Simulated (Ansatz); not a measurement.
# Molecular dynamics, with input and output: AlHClF3 (part 1 of 5)

The run: molecular dynamics of AlHClF3. Method and program: RHF/def2-SVP (Ansatz 0.2.0).

It belongs to a series of runs on one base structure; here: dynamics from the highest image of the converged band. Figures and captions count atoms from 1; the log counts them from 0 in places.

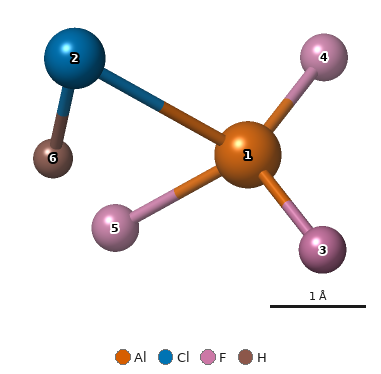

Fig. 1: The input geometry (ball-and-stick view, seen at a tilt; atoms are numbered from 1 in the order of the input). Sticks mark near contacts. Bond lengths as drawn: Al–Cl 2.31 Å, Al–F 1.63 to 1.77 Å and Cl–H 1.51 Å.

Summary:

| quantity | value |
| --- | --- |
| outcome | finished |
| mean temperature over the second half | 738 K |
| trajectory | 200 steps, 100 fs |
| ensemble | nve |
| temperature in the input | 100.0 K |
| time step | 0.5 fs |
| potential energy (last step) | −27213.7349 eV |
| mean-field energy (last step) | −27213.7349 eV |
| largest force (length of the vector) (last step) | 1.411 eV/Å |
| hardware | 1 thread of Intel Xeon @ 2.60GHz (Ice Lake), 24 GiB of memory available, shared host |
| wall time | 3.5 min |
| peak memory | 0.17 GiB |

Remarks:

So short a trajectory is not equilibrated.

The input:
```yaml
crystal:
  periodic: [false, false, false]
  atoms:
    - { symbol: Al, position_ang: [0.013966, -0.290687, -0.011851] }
    - { symbol: Cl, position_ang: [0.014306, 0.044979, 2.277808] }
    - { symbol: F, position_ang: [1.429325, 0.157199, -0.696191] }
    - { symbol: F, position_ang: [-1.427681, 0.085301, -0.684221] }
    - { symbol: F, position_ang: [0.063093, -1.932114, 0.656721] }
    - { symbol: H, position_ang: [0.05229, -1.360877, 1.738534] }
basis:
  gaussian: { orbitals: def2-SVP }
hamiltonian:
  xc: hf
md:
  timestep: 0.5
  n_steps: 200
  ensemble: nve
  temperature: 100.0
  initial_velocities: maxwell_boltzmann
  seed: 5717
```

Command:
```bash
ansatz run input.yaml --threads 1 --pin off --max-ram 2048MiB --backend cpu --events-out ev --progress --plain --runs-dir out
```

Output:
```
Engine: ansatz 0.2.0, x86_64-unknown-linux-gnu
Functional definition: HF
  exchange = exact_x
  correlation = 0
807 factors; integrals over basis functions are off by at most 3.4e-4 eV
mean field evaluation 1: about -27210.1900 eV, gradient 4.2e1 eV
mean field evaluation 2: about -27210.2251 eV, gradient 4.3e1 eV
mean field evaluation 4: about -27213.3441 eV, gradient 1.7e0 eV
mean field evaluation 8: about -27213.3635 eV, gradient 1.0e-1 eV
mean field -27213.36353043 eV, -1000.0726638629 hartree, gradient 3.1e-5 eV, S^2 0.000000; 0 other end points of the search recorded, 0 dependent functions left out
the calculation of the forces begins
reference -27213.36353043 eV, -1000.0726638629 hartree; 29, 29 occupied and 54, 54 virtual orbitals, 807 factors
md step     0: t =     0.00 fs  T =   100.0 K  F+E_penalty+E_count = -27213.36353043 eV  E_kin = 0.051704 eV  conserved = -27213.31182643 eV  (35 SCF iters)
these checks for a lower state are left out or cut short: starts, cluster_reference, orbital_swaps, neighbouring_geometries, increment
807 factors; integrals over basis functions are off by at most 3.4e-4 eV
mean field evaluation 16: about -27213.3631 eV, gradient 3.8e-4 eV
mean field -27213.36315056 eV, -1000.0726499029 hartree, gradient 6.4e-5 eV, S^2 0.000000; 0 other end points of the search recorded, 0 dependent functions left out
the calculation of the forces begins
reference -27213.36315056 eV, -1000.0726499029 hartree; 29, 29 occupied and 54, 54 virtual orbitals, 807 factors
md step     1: t =     0.50 fs  T =    99.3 K  F+E_penalty+E_count = -27213.36315056 eV  E_kin = 0.051325 eV  conserved = -27213.31182562 eV  (34 SCF iters)
[... from here on the SCF iterations and repeated set-up lines of each step are left out, up to the last step ...]
md step     2: t =     1.00 fs  T =    97.1 K  F+E_penalty+E_count = -27213.36201470 eV  E_kin = 0.050192 eV  conserved = -27213.31182231 eV  (34 SCF iters)
md step     3: t =     1.50 fs  T =    93.5 K  F+E_penalty+E_count = -27213.36017715 eV  E_kin = 0.048360 eV  conserved = -27213.31181675 eV  (34 SCF iters)
md step     4: t =     2.00 fs  T =    88.8 K  F+E_penalty+E_count = -27213.35772837 eV  E_kin = 0.045919 eV  conserved = -27213.31180924 eV  (34 SCF iters)
md step     5: t =     2.50 fs  T =    83.1 K  F+E_penalty+E_count = -27213.35478929 eV  E_kin = 0.042989 eV  conserved = -27213.31180032 eV  (34 SCF iters)
md step     6: t =     3.00 fs  T =    76.8 K  F+E_penalty+E_count = -27213.35150321 eV  E_kin = 0.039713 eV  conserved = -27213.31179050 eV  (34 SCF iters)
md step     7: t =     3.50 fs  T =    70.1 K  F+E_penalty+E_count = -27213.34802690 eV  E_kin = 0.036246 eV  conserved = -27213.31178050 eV  (35 SCF iters)
md step     8: t =     4.00 fs  T =    63.3 K  F+E_penalty+E_count = -27213.34452070 eV  E_kin = 0.032750 eV  conserved = -27213.31177084 eV  (35 SCF iters)
md step     9: t =     4.50 fs  T =    56.8 K  F+E_penalty+E_count = -27213.34113943 eV  E_kin = 0.029377 eV  conserved = -27213.31176204 eV  (35 SCF iters)
md step    10: t =     5.00 fs  T =    50.8 K  F+E_penalty+E_count = -27213.33802417 eV  E_kin = 0.026270 eV  conserved = -27213.31175449 eV  (35 SCF iters)
md step    11: t =     5.50 fs  T =    45.5 K  F+E_penalty+E_count = -27213.33529588 eV  E_kin = 0.023547 eV  conserved = -27213.31174846 eV  (35 SCF iters)
md step    12: t =     6.00 fs  T =    41.2 K  F+E_penalty+E_count = -27213.33305132 eV  E_kin = 0.021307 eV  conserved = -27213.31174403 eV  (35 SCF iters)
md step    13: t =     6.50 fs  T =    37.9 K  F+E_penalty+E_count = -27213.33136162 eV  E_kin = 0.019621 eV  conserved = -27213.31174110 eV  (35 SCF iters)
md step    14: t =     7.00 fs  T =    35.8 K  F+E_penalty+E_count = -27213.33027357 eV  E_kin = 0.018534 eV  conserved = -27213.31173938 eV  (35 SCF iters)
md step    15: t =     7.50 fs  T =    35.0 K  F+E_penalty+E_count = -27213.32981394 eV  E_kin = 0.018075 eV  conserved = -27213.31173855 eV  (35 SCF iters)
md step    16: t =     8.00 fs  T =    35.3 K  F+E_penalty+E_count = -27213.32999569 eV  E_kin = 0.018258 eV  conserved = -27213.31173801 eV  (35 SCF iters)
md step    17: t =     8.50 fs  T =    36.9 K  F+E_penalty+E_count = -27213.33082666 eV  E_kin = 0.019090 eV  conserved = -27213.31173704 eV  (35 SCF iters)
md step    18: t =     9.00 fs  T =    39.8 K  F+E_penalty+E_count = -27213.33232009 eV  E_kin = 0.020585 eV  conserved = -27213.31173507 eV  (35 SCF iters)
md step    19: t =     9.50 fs  T =    44.0 K  F+E_penalty+E_count = -27213.33450529 eV  E_kin = 0.022774 eV  conserved = -27213.31173130 eV  (35 SCF iters)
md step    20: t =    10.00 fs  T =    49.7 K  F+E_penalty+E_count = -27213.33743972 eV  E_kin = 0.025715 eV  conserved = -27213.31172500 eV  (36 SCF iters)
md step    21: t =    10.50 fs  T =    57.1 K  F+E_penalty+E_count = -27213.34122036 eV  E_kin = 0.029505 eV  conserved = -27213.31171550 eV  (34 SCF iters)
md step    22: t =    11.00 fs  T =    66.3 K  F+E_penalty+E_count = -27213.34599447 eV  E_kin = 0.034292 eV  conserved = -27213.31170233 eV  (34 SCF iters)
md step    23: t =    11.50 fs  T =    77.9 K  F+E_penalty+E_count = -27213.35196798 eV  E_kin = 0.040283 eV  conserved = -27213.31168524 eV  (34 SCF iters)
md step    24: t =    12.00 fs  T =    92.3 K  F+E_penalty+E_count = -27213.35940950 eV  E_kin = 0.047745 eV  conserved = -27213.31166417 eV  (32 SCF iters)
md step    25: t =    12.50 fs  T =   110.3 K  F+E_penalty+E_count = -27213.36864828 eV  E_kin = 0.057007 eV  conserved = -27213.31164147 eV  (33 SCF iters)
md step    26: t =    13.00 fs  T =   132.4 K  F+E_penalty+E_count = -27213.38005250 eV  E_kin = 0.068432 eV  conserved = -27213.31162007 eV  (33 SCF iters)
md step    27: t =    13.50 fs  T =   159.3 K  F+E_penalty+E_count = -27213.39398443 eV  E_kin = 0.082378 eV  conserved = -27213.31160662 eV  (33 SCF iters)
md step    28: t =    14.00 fs  T =   191.7 K  F+E_penalty+E_count = -27213.41070747 eV  E_kin = 0.099095 eV  conserved = -27213.31161276 eV  (33 SCF iters)
md step    29: t =    14.50 fs  T =   229.3 K  F+E_penalty+E_count = -27213.43022329 eV  E_kin = 0.118567 eV  conserved = -27213.31165671 eV  (32 SCF iters)
md step    30: t =    15.00 fs  T =   271.3 K  F+E_penalty+E_count = -27213.45201851 eV  E_kin = 0.140255 eV  conserved = -27213.31176387 eV  (31 SCF iters)
md step    31: t =    15.50 fs  T =   314.8 K  F+E_penalty+E_count = -27213.47472878 eV  E_kin = 0.162769 eV  conserved = -27213.31195968 eV  (32 SCF iters)
md step    32: t =    16.00 fs  T =   355.0 K  F+E_penalty+E_count = -27213.49582590 eV  E_kin = 0.183575 eV  conserved = -27213.31225104 eV  (32 SCF iters)
md step    33: t =    16.50 fs  T =   384.9 K  F+E_penalty+E_count = -27213.51161485 eV  E_kin = 0.199025 eV  conserved = -27213.31259023 eV  (31 SCF iters)
md step    34: t =    17.00 fs  T =   396.9 K  F+E_penalty+E_count = -27213.51806121 eV  E_kin = 0.205227 eV  conserved = -27213.31283402 eV  (31 SCF iters)
md step    35: t =    17.50 fs  T =   387.2 K  F+E_penalty+E_count = -27213.51295829 eV  E_kin = 0.200201 eV  conserved = -27213.31275710 eV  (32 SCF iters)
md step    36: t =    18.00 fs  T =   361.4 K  F+E_penalty+E_count = -27213.49906482 eV  E_kin = 0.186856 eV  conserved = -27213.31220836 eV  (33 SCF iters)
md step    37: t =    18.50 fs  T =   337.4 K  F+E_penalty+E_count = -27213.48583237 eV  E_kin = 0.174452 eV  conserved = -27213.31138062 eV  (33 SCF iters)
md step    38: t =    19.00 fs  T =   338.9 K  F+E_penalty+E_count = -27213.48608724 eV  E_kin = 0.175224 eV  conserved = -27213.31086323 eV  (33 SCF iters)
md step    39: t =    19.50 fs  T =   379.6 K  F+E_penalty+E_count = -27213.50744177 eV  E_kin = 0.196281 eV  conserved = -27213.31116093 eV  (33 SCF iters)
md step    40: t =    20.00 fs  T =   451.0 K  F+E_penalty+E_count = -27213.54532283 eV  E_kin = 0.233202 eV  conserved = -27213.31212119 eV  (33 SCF iters)
md step    41: t =    20.50 fs  T =   526.5 K  F+E_penalty+E_count = -27213.58527194 eV  E_kin = 0.272197 eV  conserved = -27213.31307481 eV  (33 SCF iters)
md step    42: t =    21.00 fs  T =   578.5 K  F+E_penalty+E_count = -27213.61257922 eV  E_kin = 0.299085 eV  conserved = -27213.31349396 eV  (33 SCF iters)
md step    43: t =    21.50 fs  T =   593.6 K  F+E_penalty+E_count = -27213.62024505 eV  E_kin = 0.306927 eV  conserved = -27213.31331762 eV  (35 SCF iters)
md step    44: t =    22.00 fs  T =   575.5 K  F+E_penalty+E_count = -27213.61035075 eV  E_kin = 0.297571 eV  conserved = -27213.31277944 eV  (34 SCF iters)
md step    45: t =    22.50 fs  T =   539.1 K  F+E_penalty+E_count = -27213.59085416 eV  E_kin = 0.278713 eV  conserved = -27213.31214155 eV  (34 SCF iters)
md step    46: t =    23.00 fs  T =   502.9 K  F+E_penalty+E_count = -27213.57160784 eV  E_kin = 0.260029 eV  conserved = -27213.31157840 eV  (33 SCF iters)
md step    47: t =    23.50 fs  T =   484.1 K  F+E_penalty+E_count = -27213.56150339 eV  E_kin = 0.250318 eV  conserved = -27213.31118494 eV  (33 SCF iters)
md step    48: t =    24.00 fs  T =   494.7 K  F+E_penalty+E_count = -27213.56680135 eV  E_kin = 0.255779 eV  conserved = -27213.31102261 eV  (34 SCF iters)
md step    49: t =    24.50 fs  T =   539.4 K  F+E_penalty+E_count = -27213.59004889 eV  E_kin = 0.278895 eV  conserved = -27213.31115369 eV  (34 SCF iters)
md step    50: t =    25.00 fs  T =   614.0 K  F+E_penalty+E_count = -27213.62910991 eV  E_kin = 0.317466 eV  conserved = -27213.31164367 eV  (33 SCF iters)
md step    51: t =    25.50 fs  T =   703.7 K  F+E_penalty+E_count = -27213.67632723 eV  E_kin = 0.363817 eV  conserved = -27213.31250982 eV  (33 SCF iters)
md step    52: t =    26.00 fs  T =   783.4 K  F+E_penalty+E_count = -27213.71865729 eV  E_kin = 0.405063 eV  conserved = -27213.31359437 eV  (33 SCF iters)
md step    53: t =    26.50 fs  T =   824.4 K  F+E_penalty+E_count = -27213.74066309 eV  E_kin = 0.426260 eV  conserved = -27213.31440270 eV  (33 SCF iters)
md step    54: t =    27.00 fs  T =   809.0 K  F+E_penalty+E_count = -27213.73241953 eV  E_kin = 0.418266 eV  conserved = -27213.31415386 eV  (33 SCF iters)
md step    55: t =    27.50 fs  T =   750.9 K  F+E_penalty+E_count = -27213.70069150 eV  E_kin = 0.388223 eV  conserved = -27213.31246814 eV  (33 SCF iters)
md step    56: t =    28.00 fs  T =   700.9 K  F+E_penalty+E_count = -27213.67278659 eV  E_kin = 0.362380 eV  conserved = -27213.31040678 eV  (33 SCF iters)
md step    57: t =    28.50 fs  T =   715.0 K  F+E_penalty+E_count = -27213.67969208 eV  E_kin = 0.369696 eV  conserved = -27213.30999587 eV  (33 SCF iters)
md step    58: t =    29.00 fs  T =   803.9 K  F+E_penalty+E_count = -27213.72737014 eV  E_kin = 0.415632 eV  conserved = -27213.31173788 eV  (33 SCF iters)
md step    59: t =    29.50 fs  T =   920.7 K  F+E_penalty+E_count = -27213.78993008 eV  E_kin = 0.476056 eV  conserved = -27213.31387400 eV  (33 SCF iters)
md step    60: t =    30.00 fs  T =  1004.8 K  F+E_penalty+E_count = -27213.83423949 eV  E_kin = 0.519515 eV  conserved = -27213.31472424 eV  (32 SCF iters)
md step    61: t =    30.50 fs  T =  1026.7 K  F+E_penalty+E_count = -27213.84502048 eV  E_kin = 0.530845 eV  conserved = -27213.31417570 eV  (32 SCF iters)
md step    62: t =    31.00 fs  T =   996.8 K  F+E_penalty+E_count = -27213.82838698 eV  E_kin = 0.515401 eV  conserved = -27213.31298555 eV  (31 SCF iters)
md step    63: t =    31.50 fs  T =   947.0 K  F+E_penalty+E_count = -27213.80149294 eV  E_kin = 0.489661 eV  conserved = -27213.31183170 eV  (33 SCF iters)
md step    64: t =    32.00 fs  T =   910.8 K  F+E_penalty+E_count = -27213.78199208 eV  E_kin = 0.470940 eV  conserved = -27213.31105214 eV  (33 SCF iters)
md step    65: t =    32.50 fs  T =   911.7 K  F+E_penalty+E_count = -27213.78216724 eV  E_kin = 0.471402 eV  conserved = -27213.31076547 eV  (35 SCF iters)
md step    66: t =    33.00 fs  T =   958.4 K  F+E_penalty+E_count = -27213.80656586 eV  E_kin = 0.495550 eV  conserved = -27213.31101628 eV  (33 SCF iters)
md step    67: t =    33.50 fs  T =  1043.1 K  F+E_penalty+E_count = -27213.85114550 eV  E_kin = 0.539320 eV  conserved = -27213.31182557 eV  (33 SCF iters)
md step    68: t =    34.00 fs  T =  1141.4 K  F+E_penalty+E_count = -27213.90323497 eV  E_kin = 0.590134 eV  conserved = -27213.31310128 eV  (33 SCF iters)
md step    69: t =    34.50 fs  T =  1216.7 K  F+E_penalty+E_count = -27213.94352335 eV  E_kin = 0.629058 eV  conserved = -27213.31446551 eV  (33 SCF iters)
md step    70: t =    35.00 fs  T =  1233.3 K  F+E_penalty+E_count = -27213.95274231 eV  E_kin = 0.637670 eV  conserved = -27213.31507231 eV  (32 SCF iters)
md step    71: t =    35.50 fs  T =  1181.3 K  F+E_penalty+E_count = -27213.92474555 eV  E_kin = 0.610775 eV  conserved = -27213.31397029 eV  (32 SCF iters)
md step    72: t =    36.00 fs  T =  1098.3 K  F+E_penalty+E_count = -27213.87929022 eV  E_kin = 0.567885 eV  conserved = -27213.31140500 eV  (33 SCF iters)
md step    73: t =    36.50 fs  T =  1056.4 K  F+E_penalty+E_count = -27213.85588087 eV  E_kin = 0.546224 eV  conserved = -27213.30965705 eV  (33 SCF iters)
md step    74: t =    37.00 fs  T =  1101.6 K  F+E_penalty+E_count = -27213.88028985 eV  E_kin = 0.569593 eV  conserved = -27213.31069721 eV  (33 SCF iters)
md step    75: t =    37.50 fs  T =  1206.6 K  F+E_penalty+E_count = -27213.93722994 eV  E_kin = 0.623866 eV  conserved = -27213.31336408 eV  (33 SCF iters)
md step    76: t =    38.00 fs  T =  1298.4 K  F+E_penalty+E_count = -27213.98638846 eV  E_kin = 0.671327 eV  conserved = -27213.31506145 eV  (32 SCF iters)
md step    77: t =    38.50 fs  T =  1324.5 K  F+E_penalty+E_count = -27213.99967769 eV  E_kin = 0.684798 eV  conserved = -27213.31487966 eV  (32 SCF iters)
md step    78: t =    39.00 fs  T =  1282.7 K  F+E_penalty+E_count = -27213.97676642 eV  E_kin = 0.663192 eV  conserved = -27213.31357459 eV  (32 SCF iters)
md step    79: t =    39.50 fs  T =  1206.2 K  F+E_penalty+E_count = -27213.93576471 eV  E_kin = 0.623639 eV  conserved = -27213.31212571 eV  (33 SCF iters)
md step    80: t =    40.00 fs  T =  1136.1 K  F+E_penalty+E_count = -27213.89852003 eV  E_kin = 0.587435 eV  conserved = -27213.31108512 eV  (33 SCF iters)
md step    81: t =    40.50 fs  T =  1103.7 K  F+E_penalty+E_count = -27213.88132647 eV  E_kin = 0.570675 eV  conserved = -27213.31065119 eV  (33 SCF iters)
md step    82: t =    41.00 fs  T =  1122.2 K  F+E_penalty+E_count = -27213.89108098 eV  E_kin = 0.580202 eV  conserved = -27213.31087856 eV  (33 SCF iters)
md step    83: t =    41.50 fs  T =  1184.3 K  F+E_penalty+E_count = -27213.92411733 eV  E_kin = 0.612346 eV  conserved = -27213.31177107 eV  (32 SCF iters)
md step    84: t =    42.00 fs  T =  1263.3 K  F+E_penalty+E_count = -27213.96637404 eV  E_kin = 0.653163 eV  conserved = -27213.31321076 eV  (33 SCF iters)
md step    85: t =    42.50 fs  T =  1317.6 K  F+E_penalty+E_count = -27213.99597690 eV  E_kin = 0.681243 eV  conserved = -27213.31473361 eV  (31 SCF iters)
md step    86: t =    43.00 fs  T =  1307.5 K  F+E_penalty+E_count = -27213.99136020 eV  E_kin = 0.676019 eV  conserved = -27213.31534150 eV  (32 SCF iters)
md step    87: t =    43.50 fs  T =  1223.7 K  F+E_penalty+E_count = -27213.94666006 eV  E_kin = 0.632688 eV  conserved = -27213.31397231 eV  (35 SCF iters)
md step    88: t =    44.00 fs  T =  1111.5 K  F+E_penalty+E_count = -27213.88578514 eV  E_kin = 0.574697 eV  conserved = -27213.31108787 eV  (33 SCF iters)
md step    89: t =    44.50 fs  T =  1050.9 K  F+E_penalty+E_count = -27213.85278311 eV  E_kin = 0.543356 eV  conserved = -27213.30942756 eV  (33 SCF iters)
md step    90: t =    45.00 fs  T =  1085.0 K  F+E_penalty+E_count = -27213.87194948 eV  E_kin = 0.561000 eV  conserved = -27213.31094983 eV  (33 SCF iters)
md step    91: t =    45.50 fs  T =  1174.2 K  F+E_penalty+E_count = -27213.92098061 eV  E_kin = 0.607097 eV  conserved = -27213.31388407 eV  (32 SCF iters)
md step    92: t =    46.00 fs  T =  1237.6 K  F+E_penalty+E_count = -27213.95529278 eV  E_kin = 0.639900 eV  conserved = -27213.31539316 eV  (31 SCF iters)
md step    93: t =    46.50 fs  T =  1226.7 K  F+E_penalty+E_count = -27213.94910721 eV  E_kin = 0.634254 eV  conserved = -27213.31485342 eV  (32 SCF iters)
md step    94: t =    47.00 fs  T =  1149.0 K  F+E_penalty+E_count = -27213.90737416 eV  E_kin = 0.594081 eV  conserved = -27213.31329341 eV  (32 SCF iters)
md step    95: t =    47.50 fs  T =  1045.4 K  F+E_penalty+E_count = -27213.85230106 eV  E_kin = 0.540539 eV  conserved = -27213.31176160 eV  (32 SCF iters)
md step    96: t =    48.00 fs  T =   960.2 K  F+E_penalty+E_count = -27213.80724537 eV  E_kin = 0.496463 eV  conserved = -27213.31078232 eV  (33 SCF iters)
md step    97: t =    48.50 fs  T =   922.8 K  F+E_penalty+E_count = -27213.78763772 eV  E_kin = 0.477114 eV  conserved = -27213.31052337 eV  (33 SCF iters)
md step    98: t =    49.00 fs  T =   941.1 K  F+E_penalty+E_count = -27213.79759941 eV  E_kin = 0.486579 eV  conserved = -27213.31101997 eV  (33 SCF iters)
md step    99: t =    49.50 fs  T =   999.9 K  F+E_penalty+E_count = -27213.82920078 eV  E_kin = 0.516969 eV  conserved = -27213.31223196 eV  (33 SCF iters)
md step   100: t =    50.00 fs  T =  1063.0 K  F+E_penalty+E_count = -27213.86353812 eV  E_kin = 0.549636 eV  conserved = -27213.31390230 eV  (32 SCF iters)
md step   101: t =    50.50 fs  T =  1083.9 K  F+E_penalty+E_count = -27213.87569875 eV  E_kin = 0.560416 eV  conserved = -27213.31528260 eV  (31 SCF iters)
md step   102: t =    51.00 fs  T =  1029.0 K  F+E_penalty+E_count = -27213.84715011 eV  E_kin = 0.532031 eV  conserved = -27213.31511918 eV  (32 SCF iters)
md step   103: t =    51.50 fs  T =   911.7 K  F+E_penalty+E_count = -27213.78409451 eV  E_kin = 0.471366 eV  conserved = -27213.31272856 eV  (32 SCF iters)
md step   104: t =    52.00 fs  T =   802.5 K  F+E_penalty+E_count = -27213.72475818 eV  E_kin = 0.414929 eV  conserved = -27213.30982920 eV  (33 SCF iters)
md step   105: t =    52.50 fs  T =   778.5 K  F+E_penalty+E_count = -27213.71215703 eV  E_kin = 0.402540 eV  conserved = -27213.30961743 eV  (33 SCF iters)
md step   106: t =    53.00 fs  T =   845.1 K  F+E_penalty+E_count = -27213.74934076 eV  E_kin = 0.436976 eV  conserved = -27213.31236515 eV  (33 SCF iters)
md step   107: t =    53.50 fs  T =   929.8 K  F+E_penalty+E_count = -27213.79574725 eV  E_kin = 0.480765 eV  conserved = -27213.31498265 eV  (32 SCF iters)
md step   108: t =    54.00 fs  T =   957.0 K  F+E_penalty+E_count = -27213.81021303 eV  E_kin = 0.494809 eV  conserved = -27213.31540366 eV  (32 SCF iters)
md step   109: t =    54.50 fs  T =   906.5 K  F+E_penalty+E_count = -27213.78280499 eV  E_kin = 0.468703 eV  conserved = -27213.31410196 eV  (36 SCF iters)
md step   110: t =    55.00 fs  T =   809.3 K  F+E_penalty+E_count = -27213.73078226 eV  E_kin = 0.418421 eV  conserved = -27213.31236145 eV  (32 SCF iters)
```
